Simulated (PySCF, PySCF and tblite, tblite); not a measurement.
**CF3CH2NH2 (C2H4F3N): conformers and averaged spectra**

Aim: find the conformers of CF3CH2NH2 (C2H4F3N) (`NCC(F)(F)F`), weigh them, and average their properties.

Computed with tblite 0.8.0 (tight binding) and PySCF 2.14.0 (DFT, with response routines of our own); each step states its level. Atoms count from 0 throughout.

## 1. The starting structure

10 atoms, charge 0, multiplicity 1; geometry from: MMFF94s geometry.

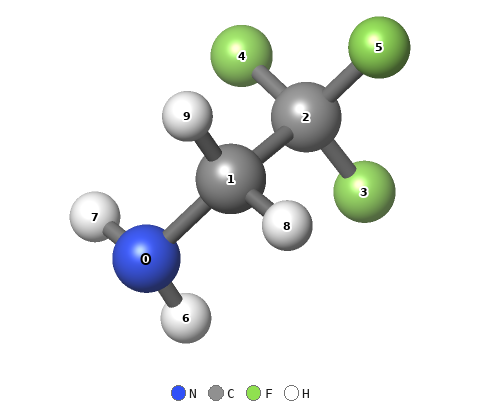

The starting geometry (nitrogen blue, carbon grey, fluorine green, hydrogen white), atoms numbered.

## 2. GFN2-xTB relaxation, conformer 1

What the job is given:

```
{"job": {"xc": "GFN2-xTB", "basis": "xTB", "kind": "relax"}, "charge": 0, "multiplicity": 1}
N     -1.519700     0.091300    -0.167100
C     -0.150000     0.633200    -0.226800
C      0.999400    -0.332800     0.194500
F      0.827900    -0.745800     1.456500
F      1.009300    -1.422600    -0.599200
F      2.189400     0.273200     0.099900
H     -1.712200    -0.240300     0.777600
H     -1.571700    -0.734400    -0.752800
H     -0.100300     1.509100     0.430000
H      0.036800     0.973600    -1.235100
```

Launch:

```sh
$ OMP_NUM_THREADS=1 python ens_run.py task.json out
```

The driver reads the study from task.json and runs its stages one after another.

Output:

```text
step      E/eV     max force
  0    -637.74004    1.252
  1    -637.78159    0.652
  2    -637.79853    0.265
  3    -637.80221    0.149
  4    -637.80381    0.081
  5    -637.80440    0.064
  6    -637.80475    0.040
  7    -637.80475    0.040
  8    -637.80484    0.032
  9    -637.80498    0.027
 10    -637.80505    0.029
 11    -637.80514    0.023
 12    -637.80520    0.024
 13    -637.80529    0.030
 14    -637.80536    0.024
 15    -637.80542    0.025
 16    -637.80547    0.025
 17    -637.80553    0.028
 18    -637.80558    0.028
 19    -637.80561    0.014
 20    -637.80562    0.009
 21    -637.80562    0.007
 22    -637.80563    0.010
 23    -637.80563    0.011
 24    -637.80564    0.006
 25    -637.80564    0.002
```

Run time: 0.09 s. Hardware: 1 thread of Arm Neoverse V2, shared host.

Gain 0.066 eV; displacement 0.03 Å root mean square.

**GFN2-xTB relaxation, conformer 2**

What the job is given:

```
{"job": {"xc": "GFN2-xTB", "basis": "xTB", "kind": "relax"}, "charge": 0, "multiplicity": 1}
N     -1.181900     0.849200    -0.266500
C     -0.292400    -0.314200    -0.349500
C      1.132000    -0.164100     0.267500
F      1.849400     0.782300    -0.390300
F      1.048300     0.189800     1.576600
F      1.796000    -1.330000     0.193500
H     -2.130700     0.576400    -0.545300
H     -1.245200     1.173900     0.708000
H     -0.181100    -0.604300    -1.391800
H     -0.785600    -1.154200     0.175400
```

Output:

```text
step      E/eV     max force
  0    -637.54062    1.335
  1    -637.60163    0.762
  2    -637.64685    0.488
  3    -637.65699    0.367
  4    -637.66958    0.254
  5    -637.67784    0.244
  6    -637.68557    0.175
  7    -637.68920    0.154
  8    -637.69169    0.186
  9    -637.69370    0.187
 10    -637.69599    0.151
 11    -637.69860    0.193
 12    -637.70131    0.174
 13    -637.70345    0.125
 14    -637.70491    0.100
 15    -637.70593    0.093
 16    -637.70668    0.074
 17    -637.70719    0.056
 18    -637.70748    0.052
 19    -637.70767    0.042
 20    -637.70781    0.027
 21    -637.70781    0.027
 22    -637.70785    0.021
 23    -637.70791    0.015
 24    -637.70792    0.016
 25    -637.70798    0.020
 26    -637.70802    0.022
 27    -637.70807    0.024
 28    -637.70813    0.026
 29    -637.70822    0.036
 30    -637.70832    0.037
 31    -637.70841    0.026
 32    -637.70849    0.024
 33    -637.70855    0.026
 34    -637.70862    0.024
 35    -637.70867    0.019
 36    -637.70870    0.019
 37    -637.70872    0.016
 38    -637.70874    0.012
 39    -637.70875    0.012
 40    -637.70876    0.009
 41    -637.70877    0.008
 42    -637.70877    0.006
 43    -637.70878    0.007
 44    -637.70878    0.006
 45    -637.70879    0.005
 46    -637.70879    0.005
 47    -637.70879    0.006
 48    -637.70880    0.006
 49    -637.70880    0.004
```

It took 0.12 s on 1 thread of Arm Neoverse V2, shared host.

The energy fell by 0.168 eV, and the atoms moved 0.10 Å (root mean square).

## 3. DFT optimisation, start 1: PBE0-D3(BJ)/def2-SVP

What the job is given:

```
{"job": {"kind": "geom", "xc": "PBE0", "basis": "def2-SVP", "d3": "d3bj", "grid": 1, "maxiter": 40}, "charge": 0, "multiplicity": 1}
N     -1.474743     0.065036    -0.152789
C     -0.159913     0.645399    -0.224598
C      0.965940    -0.313515     0.184135
F      0.819538    -0.748112     1.446798
F      0.995012    -1.409688    -0.591953
F      2.177517     0.253044     0.104612
H     -1.693760    -0.231625     0.791879
H     -1.555679    -0.736479    -0.768742
H     -0.106789     1.513486     0.438135
H      0.041760     0.967108    -1.250005
```

Output:

```text
step      E/eV     max force
  0    -11759.53687   0.9374
  1    -11759.55663   0.1738
  2    -11759.55755   0.0406
  3    -11759.55746   0.0391
  4    -11759.55761   0.0171
```

Wall time 17 s (1 thread of Arm Neoverse V2, shared host); peak memory 0.41 GiB.

The energy fell by 0.021 eV, and the atoms moved 0.02 Å (root mean square).

## 4. DFT optimisation, start 2: PBE0-D3(BJ)/def2-SVP

What the job is given:

```
{"job": {"kind": "geom", "xc": "PBE0", "basis": "def2-SVP", "d3": "d3bj", "grid": 1, "maxiter": 40}, "charge": 0, "multiplicity": 1}
N     -1.099596     0.837026    -0.221097
C     -0.330760    -0.381967    -0.327168
C      0.709259    -0.415473     0.785297
F      1.572372     0.599808     0.730579
F      0.141527    -0.379612     2.001278
F      1.435380    -1.545115     0.738787
H     -2.017882     0.721114    -0.629933
H     -1.207756     1.118837     0.746993
H      0.208231    -0.385261    -1.278570
H     -0.910007    -1.318391    -0.241543
```

Output:

```text
step      E/eV     max force
  0    -11759.35202   0.9032
  1    -11759.40631   0.6071
  2    -11759.39071   1.3978
  3    -11759.41955   0.3676
  4    -11759.43542   0.1884
  5    -11759.44053   0.5869
  6    -11759.44679   0.3095
  7    -11759.45030   0.0641
  8    -11759.44721   0.7021
  9    -11759.45357   0.0713
 10    -11759.45424   0.2513
 11    -11759.45489   0.1069
 12    -11759.45503   0.0334
 13    -11759.45508   0.0405
 14    -11759.45510   0.0082
```

It took 50 s on 1 thread of Arm Neoverse V2, shared host; peak memory 0.41 GiB.

The energy fell by 0.103 eV, and the atoms moved 0.24 Å (root mean square).

## 5. Shieldings, conformer 1: B3LYP/pcSseg-2

What the job is given:

```
{"job": {"xc": "B3LYP", "basis": "pcSseg-2", "kind": "nmr", "pop": true}, "charge": 0, "multiplicity": 1}
N     -1.475388     0.066457    -0.154869
C     -0.156329     0.630032    -0.218309
C      0.957360    -0.313622     0.183771
F      0.805113    -0.735928     1.446388
F      0.973694    -1.404449    -0.594672
F      2.154612     0.269190     0.092392
H     -1.686745    -0.247028     0.789881
H     -1.547433    -0.746727    -0.762343
H     -0.082510     1.513016     0.436052
H      0.066508     0.973714    -1.240820
```

Output:

```text
coarse grid: 8976 points
cycle   1  E = -432.9576650387  dE =  8.643e-01  |g| = 9.708e-01  |ddm| = 2.052e+00
cycle   2  E = -432.7514869563  dE =  2.062e-01  |g| = 1.537e+00  |ddm| = 1.105e+00
cycle   3  E = -433.1068203152  dE = -3.553e-01  |g| = 5.925e-02  |ddm| = 6.775e-01
cycle   4  E = -433.1072632849  dE = -4.430e-04  |g| = 3.704e-02  |ddm| = 7.111e-02
cycle   5  E = -433.1075620116  dE = -2.987e-04  |g| = 6.346e-03  |ddm| = 2.802e-02
cycle   6  E = -433.1075689421  dE = -6.930e-06  |g| = 2.064e-03  |ddm| = 4.112e-03
final grid: 89712 points
cycle   7  E = -433.1039561974  dE = -8.306e-05  |g| = 8.514e-03  |ddm| = 4.307e-02
cycle   8  E = -433.1039415041  dE =  1.469e-05  |g| = 1.260e-02  |ddm| = 1.042e-02
cycle   9  E = -433.1039685162  dE = -2.701e-05  |g| = 3.831e-04  |ddm| = 6.482e-03
cycle  10  E = -433.1039685294  dE = -1.318e-08  |g| = 2.415e-04  |ddm| = 3.371e-04
cycle  11  E = -433.1039685399  dE = -1.052e-08  |g| = 6.284e-05  |ddm| = 1.533e-04
cycle  12  E = -433.1039685405  dE = -5.623e-10  |g| = 2.020e-05  |ddm| = 4.148e-05
converged SCF energy = -433.1039685405

GIAO shielding tensors (ppm)
atom      isotropic    diamagn.    paramagn.     s11        s22        s33       span
  0 N      237.331     315.516     -78.184    207.627    252.051    252.316     44.689
  1 C      128.421     240.854    -112.432    105.268    129.650    150.347     45.079
  2 C       41.420     239.629    -198.209     38.057     41.522     44.680      6.623
  3 F      264.632     470.957    -206.325    172.091    271.230    350.574    178.483
  4 F      264.617     470.990    -206.373    171.952    271.588    350.311    178.359
  5 F      260.295     468.359    -208.064    172.293    266.324    342.268    169.975
  6 H       30.601      31.896      -1.296     24.126     28.039     39.637     15.511
  7 H       30.593      31.897      -1.305     24.115     28.047     39.617     15.501
  8 H       28.435      29.706      -1.272     23.894     28.690     32.720      8.826
  9 H       28.437      29.708      -1.271     23.874     28.705     32.732      8.858
```

Run time: 31 s. Hardware: 1 thread of Arm Neoverse V2, shared host; peak memory 1 GiB.

In short: HOMO -7.52 eV, LUMO 0.20 eV; dipole 1.04 D.

## 6. Single-point energy, conformer 1: PBE0/def2-TZVP

Changed since step 5:

```diff
@@ -1,2 +1,2 @@
-{"job": {"xc": "B3LYP", "basis": "pcSseg-2", "kind": "nmr", "pop": true}, "charge": 0, "multiplicity": 1}
+{"job": {"xc": "PBE0", "basis": "def2-TZVP", "kind": "sp"}, "charge": 0, "multiplicity": 1}
 N     -1.475388     0.066457    -0.154869
```

Output:

```text
coarse grid: 8976 points
cycle   1  E = -432.5295431007  dE =  8.780e-01  |g| = 9.017e-01  |ddm| = 2.408e+00
cycle   2  E = -432.3895093502  dE =  1.400e-01  |g| = 1.343e+00  |ddm| = 1.075e+00
cycle   3  E = -432.6614505502  dE = -2.719e-01  |g| = 4.811e-02  |ddm| = 6.274e-01
cycle   4  E = -432.6617371501  dE = -2.866e-04  |g| = 3.105e-02  |ddm| = 7.389e-02
cycle   5  E = -432.6619445428  dE = -2.074e-04  |g| = 4.891e-03  |ddm| = 2.647e-02
cycle   6  E = -432.6619488901  dE = -4.347e-06  |g| = 1.534e-03  |ddm| = 3.650e-03
final grid: 89712 points
cycle   7  E = -432.6643109223  dE = -8.165e-05  |g| = 8.047e-03  |ddm| = 4.407e-02
cycle   8  E = -432.6643020433  dE =  8.879e-06  |g| = 1.066e-02  |ddm| = 1.388e-02
cycle   9  E = -432.6643234545  dE = -2.141e-05  |g| = 5.935e-04  |ddm| = 7.766e-03
cycle  10  E = -432.6643235013  dE = -4.685e-08  |g| = 2.400e-04  |ddm| = 5.480e-04
cycle  11  E = -432.6643235109  dE = -9.550e-09  |g| = 4.428e-05  |ddm| = 1.962e-04
cycle  12  E = -432.6643235112  dE = -3.031e-10  |g| = 2.024e-05  |ddm| = 4.188e-05
converged SCF energy = -432.6643235112
```

Wall time 8.2 s (1 thread of Arm Neoverse V2, shared host); peak memory 0.85 GiB.

Key values: HOMO -7.68 eV, LUMO 1.03 eV; dipole 1.00 D.

## 7. Shieldings, conformer 2: B3LYP/pcSseg-2

What the job is given:

```
{"job": {"xc": "B3LYP", "basis": "pcSseg-2", "kind": "nmr", "pop": false}, "charge": 0, "multiplicity": 1}
N     -1.103288     0.851928    -0.100025
C     -0.351430    -0.365921    -0.233397
C      0.771499    -0.412333     0.777085
F      1.650687     0.571773     0.614986
F      0.292192    -0.324285     2.026413
F      1.435019    -1.570455     0.683214
H     -1.736891     0.977823    -0.883227
H     -1.662358     0.842994     0.749420
H      0.121674    -0.408169    -1.225993
H     -0.916335    -1.312388    -0.103853
```

Output:

```text
coarse grid: 8976 points
cycle   1  E = -432.9579036037  dE =  8.732e-01  |g| = 9.642e-01  |ddm| = 2.056e+00
cycle   2  E = -432.7690459990  dE =  1.889e-01  |g| = 1.501e+00  |ddm| = 1.038e+00
cycle   3  E = -433.1048572132  dE = -3.358e-01  |g| = 6.258e-02  |ddm| = 6.144e-01
cycle   4  E = -433.1053550009  dE = -4.978e-04  |g| = 3.771e-02  |ddm| = 6.883e-02
cycle   5  E = -433.1056461367  dE = -2.911e-04  |g| = 7.719e-03  |ddm| = 2.714e-02
cycle   6  E = -433.1056563364  dE = -1.020e-05  |g| = 2.423e-03  |ddm| = 4.692e-03
cycle   7  E = -433.1056573370  dE = -1.001e-06  |g| = 3.936e-04  |ddm| = 1.353e-03
final grid: 89712 points
cycle   8  E = -433.1008396893  dE = -8.142e-05  |g| = 5.717e-03  |ddm| = 3.939e-02
cycle   9  E = -433.1008338372  dE =  5.852e-06  |g| = 8.189e-03  |ddm| = 7.020e-03
cycle  10  E = -433.1008455048  dE = -1.167e-05  |g| = 5.160e-04  |ddm| = 4.089e-03
cycle  11  E = -433.1008455339  dE = -2.907e-08  |g| = 2.847e-04  |ddm| = 4.607e-04
cycle  12  E = -433.1008455492  dE = -1.537e-08  |g| = 5.570e-05  |ddm| = 1.808e-04
cycle  13  E = -433.1008455496  dE = -3.912e-10  |g| = 2.263e-05  |ddm| = 3.114e-05
converged SCF energy = -433.1008455496

GIAO shielding tensors (ppm)
atom      isotropic    diamagn.    paramagn.     s11        s22        s33       span
  0 N      235.018     308.362     -73.344    200.104    245.758    259.193     59.089
  1 C      128.872     240.846    -111.974    110.507    127.748    148.359     37.852
  2 C       41.949     237.634    -195.684     38.982     42.481     44.384      5.403
  3 F      261.791     469.359    -207.568    173.000    268.123    344.248    171.248
  4 F      262.903     469.729    -206.826    169.144    271.495    348.070    178.926
  5 F      254.374     468.327    -213.952    165.364    254.043    343.717    178.352
  6 H       30.697      30.314       0.383     23.550     27.573     40.967     17.417
  7 H       30.757      30.713       0.044     23.272     29.361     39.638     16.366
  8 H       28.406      30.350      -1.944     24.777     28.165     32.275      7.498
  9 H       27.950      29.988      -2.038     23.095     27.996     32.758      9.663
```

It took 29 s on 1 thread of Arm Neoverse V2, shared host; peak memory 1 GiB.

This run: HOMO -7.43 eV, LUMO -0.04 eV; dipole 3.13 D.

## 8. Single-point energy, conformer 2: PBE0/def2-TZVP

Changed since step 7:

```diff
@@ -1,2 +1,2 @@
-{"job": {"xc": "B3LYP", "basis": "pcSseg-2", "kind": "nmr", "pop": false}, "charge": 0, "multiplicity": 1}
+{"job": {"xc": "PBE0", "basis": "def2-TZVP", "kind": "sp"}, "charge": 0, "multiplicity": 1}
 N     -1.103288     0.851928    -0.100025
```

Output:

```text
coarse grid: 8976 points
cycle   1  E = -432.5288603357  dE =  8.879e-01  |g| = 8.960e-01  |ddm| = 2.397e+00
cycle   2  E = -432.4026908842  dE =  1.262e-01  |g| = 1.311e+00  |ddm| = 9.666e-01
cycle   3  E = -432.6590379316  dE = -2.563e-01  |g| = 5.370e-02  |ddm| = 5.562e-01
cycle   4  E = -432.6594173254  dE = -3.794e-04  |g| = 3.227e-02  |ddm| = 6.201e-02
cycle   5  E = -432.6596278024  dE = -2.105e-04  |g| = 6.290e-03  |ddm| = 2.366e-02
cycle   6  E = -432.6596351491  dE = -7.347e-06  |g| = 1.722e-03  |ddm| = 4.489e-03
final grid: 89712 points
cycle   7  E = -432.6609681190  dE = -7.888e-05  |g| = 7.257e-03  |ddm| = 3.906e-02
cycle   8  E = -432.6609609522  dE =  7.167e-06  |g| = 9.582e-03  |ddm| = 9.999e-03
cycle   9  E = -432.6609785512  dE = -1.760e-05  |g| = 6.172e-04  |ddm| = 5.597e-03
cycle  10  E = -432.6609786021  dE = -5.088e-08  |g| = 2.485e-04  |ddm| = 5.897e-04
cycle  11  E = -432.6609786112  dE = -9.098e-09  |g| = 6.662e-05  |ddm| = 1.859e-04
cycle  12  E = -432.6609786118  dE = -6.540e-10  |g| = 2.173e-05  |ddm| = 4.331e-05
converged SCF energy = -432.6609786118
```

Run time: 8.1 s. Hardware: 1 thread of Arm Neoverse V2, shared host; peak memory 0.85 GiB.

In short: HOMO -7.59 eV, LUMO 0.80 eV; dipole 3.09 D.

## 9. Couplings, conformer 1: B3LYP/pcJ-1

What the job is given:

```
{"job": {"xc": "B3LYP", "basis": "pcJ-1", "kind": "j"}, "charge": 0, "multiplicity": 1}
N     -1.475388     0.066457    -0.154869
C     -0.156329     0.630032    -0.218309
C      0.957360    -0.313622     0.183771
F      0.805113    -0.735928     1.446388
F      0.973694    -1.404449    -0.594672
F      2.154612     0.269190     0.092392
H     -1.686745    -0.247028     0.789881
H     -1.547433    -0.746727    -0.762343
H     -0.082510     1.513016     0.436052
H      0.066508     0.973714    -1.240820
```

Output:

```text
coarse grid: 8976 points
cycle   1  E = -432.7264692363  dE =  8.296e-01  |g| = 9.446e-01  |ddm| = 2.481e+00
cycle   2  E = -432.5423638241  dE =  1.841e-01  |g| = 1.479e+00  |ddm| = 1.141e+00
cycle   3  E = -432.8700339487  dE = -3.277e-01  |g| = 5.676e-02  |ddm| = 6.902e-01
cycle   4  E = -432.8703904748  dE = -3.565e-04  |g| = 3.889e-02  |ddm| = 6.565e-02
cycle   5  E = -432.8707115756  dE = -3.211e-04  |g| = 5.970e-03  |ddm| = 2.809e-02
cycle   6  E = -432.8707176811  dE = -6.105e-06  |g| = 1.869e-03  |ddm| = 4.500e-03
final grid: 89712 points
cycle   7  E = -432.9205087383  dE = -1.536e-04  |g| = 8.969e-03  |ddm| = 1.662e-02
cycle   8  E = -432.9204950373  dE =  1.370e-05  |g| = 1.283e-02  |ddm| = 1.225e-02
cycle   9  E = -432.9205216436  dE = -2.661e-05  |g| = 3.483e-04  |ddm| = 7.108e-03
cycle  10  E = -432.9205216489  dE = -5.340e-09  |g| = 2.733e-04  |ddm| = 3.338e-04
cycle  11  E = -432.9205216630  dE = -1.401e-08  |g| = 4.491e-05  |ddm| = 1.748e-04
cycle  12  E = -432.9205216632  dE = -2.841e-10  |g| = 1.627e-05  |ddm| = 3.143e-05
converged SCF energy = -432.9205216632

Indirect spin-spin couplings (Hz)
  i      j    bonds     total        FC       PSO       DSO        SD
  0 N    1 C    1     -4.365    -3.883     0.256    -0.090    -0.648
  0 N    2 C    2     -0.460    -0.680     0.273    -0.026    -0.027
  0 N    3 F    3      1.507     1.005     0.371     0.010     0.121
  0 N    4 F    3      1.646     1.118     0.405     0.009     0.113
  0 N    5 F    3      2.672     4.014    -0.225     0.159    -1.275
  0 N    6 H    1    -68.214   -65.015    -2.731    -0.289    -0.179
  0 N    7 H    1    -68.235   -65.040    -2.727    -0.289    -0.179
  0 N    8 H    2     -3.264    -3.155    -0.192     0.071     0.013
  0 N    9 H    2     -3.272    -3.164    -0.192     0.070     0.013
  1 C    2 C    1     60.953    62.028    -1.496     0.422         -
  1 C    3 F    2     34.197    35.854    -2.829     0.051     1.121
  1 C    4 F    2     34.248    35.906    -2.823     0.051     1.113
  1 C    5 F    2     35.432    39.419    -4.438     0.049     0.402
  1 C    6 H    2     -2.812    -2.801     0.262    -0.273         -
  1 C    7 H    2     -2.819    -2.809     0.262    -0.272         -
  1 C    8 H    1    143.099   141.712     0.275     1.112         -
  1 C    9 H    1    143.056   141.668     0.275     1.112         -
  2 C    3 F    1   -340.042  -316.757   -34.204     1.422     9.496
  2 C    4 F    1   -339.725  -316.440   -34.211     1.422     9.504
  2 C    5 F    1   -355.488  -330.785   -35.272     1.399     9.170
  2 C    6 H    3      1.618     1.712    -0.310     0.217         -
  2 C    7 H    3      1.629     1.724    -0.311     0.217         -
  2 C    8 H    2     -3.056    -3.116    -0.322     0.383         -
  2 C    9 H    2     -3.057    -3.117    -0.323     0.383         -
  3 F    4 F    2     56.534    42.266   -34.342    -0.358    48.968
  3 F    5 F    2     67.381    41.143   -22.171    -0.443    48.853
  3 F    6 H    4     -0.609    -0.147    -1.530     1.334    -0.266
  3 F    8 H    3      2.319     1.698     0.925     0.059    -0.361
  3 F    9 H    3     25.694    26.290     1.567    -2.157    -0.006
  4 F    5 F    2     67.141    40.409   -21.681    -0.443    48.856
  4 F    7 H    4     -0.642    -0.168    -1.559     1.358    -0.273
  4 F    8 H    3     25.434    26.028     1.569    -2.159    -0.005
  4 F    9 H    3      2.142     1.501     0.953     0.038    -0.349
  5 F    6 H    4     -1.788    -1.181     0.998    -1.518    -0.088
  5 F    7 H    4     -1.798    -1.184     0.989    -1.509    -0.094
  5 F    8 H    3     -1.446    -1.286     0.230     0.168    -0.557
  5 F    9 H    3     -1.280    -1.103     0.204     0.191    -0.571
  6 H    7 H    2     -9.319    -9.972     4.579    -3.925         -
  6 H    8 H    3      3.252     3.338     0.415    -0.501         -
  6 H    9 H    3     18.770    18.837     3.435    -3.503         -
  7 H    8 H    3     18.740    18.808     3.435    -3.502         -
  7 H    9 H    3      3.241     3.327     0.413    -0.499         -
  8 H    9 H    2    -17.246   -17.403     1.698    -1.541         -
```

Wall time 30 s (1 thread of Arm Neoverse V2, shared host); peak memory 0.83 GiB.

In short: HOMO -7.33 eV, LUMO 1.07 eV; dipole 0.91 D.

[end of part 1 of 2]
